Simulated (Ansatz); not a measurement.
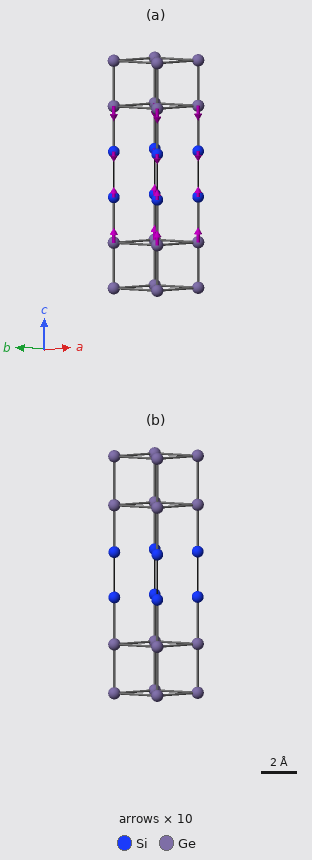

The structure of crystalline Si$_{2}$Ge$_{3}$ (a generated structure, set up in P6/mmm) (coarse preliminary run) before (top) and after (bottom) a relaxation, at one scale. The purple arrows give the displacements (the part carried along by the change of the cell is left out), magnified 10 times.

A ball-and-stick model of the cell of the calculation, seen from a free direction.

The calculation used DFT PBE, scalar-relativistic, plane waves, PAW (Ansatz 0.2.0).

Input
```yaml
crystal:
  lattice:
    - [2.78932614, 0.0, 0.0]
    - [-1.39466307, 2.41562729, 0.0]
    - [0.0, 0.0, 13.09669695]
  atoms:
    - { symbol: Si, position: [0.0, 0.0, 0.6] }
    - { symbol: Si, position: [0.0, 0.0, 0.4] }
    - { symbol: Ge, position: [0.0, 0.0, 0.8] }
    - { symbol: Ge, position: [0.0, 0.0, 0.0] }
    - { symbol: Ge, position: [0.0, 0.0, 0.2] }
basis:
  ecutwfc: 420
kpoints:
  mp_grid: { grid: [6, 6, 2] }
hamiltonian:
  xc: pbe
scf:
  occupations: { method: gaussian, width: 0.1 }
  lower_state_search: "off"
output:
  forces: true
  stress: true
  eigenvalues: true
relax:
  adjacent_minimum: "off"
  f_tol: 0.04
  max_steps: 70
  cell: { stress_tol: 0.4 }
```

Run as
```bash
ansatz run input.yaml --threads 1 --pin off --max-ram 2560MiB --backend cpu --events-out ev --progress --plain --runs-dir out
```

### What changed between the two?

Over 2 accepted moves (3 points after the start) the energy falls by 36.5 meV per atom. The largest force component goes from 0.45 to 0.027 eV/Å. Pressure: 1.88 GPa at the start and 0.12 GPa at the end. At 1 point the geometry stayed and the basis and grid were re-selected for the new cell (energy shift of 0.1 meV per atom at most each time). The largest moves relative to the cell, 0.087 Å, are those of Ge3 and Ge5. Ge5 goes along +c. Largest moves by element: Ge 0.087 Å, Si 0.060 Å. The drawn cell changes as follows: a = b 2.789 → 2.756 Å (−1.2 %), c 13.097 → 13.643 Å (+4.2 %); the volume changes by +1.7 %. Among the contacts that change: Ge3–Ge4 2.619 → 2.816 Å, Si1–Ge3 2.619 → 2.701 Å, Ge3–Ge3 2.789 → 2.756 Å. The space group stays P6/mmm (No. 191). Cost: 16 s on 1 thread of Intel(R) Xeon(R) Processor @ 2.70GHz, with other jobs on the host, peak memory 0.4 GiB.

Limits of the set-up: the k-point mesh is coarse for a cell with partly filled bands.
